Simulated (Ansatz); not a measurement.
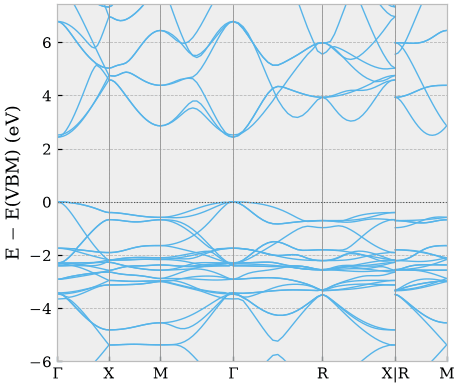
Figure: Band structure from r²SCAN in the plane-wave PAW code Ansatz

Q: Read off the gap and where the band edges lie.

A: About 2.4 eV (2.43 eV by a search for the band edges); maximum at Γ, minimum at Γ.

Q: Which of these materials gives this?
A) Ca3BiP, anti-perovskite
B) Au2S, Pn-3m (S on 2a, Au on 4c)
C) C, Pn-3m (C on 24j)
D) BaZrO3, cubic perovskite

A: B, Au2S, Pn-3m (S on 2a, Au on 4c)

The workflow started from a Materials Project entry (that database holds measured and hypothetical structures alike); the Crystallography Open Database files this formula in space group No. 224, but the cells were not matched. Whether it is the stable phase at ambient conditions was not checked. The cell was relaxed with r²SCAN under the symmetry of its start; its stability against distortions is not shown here. Spin–orbit coupling is left out wherever it is not named.

Potentials: the later of the program's two PAW sets.
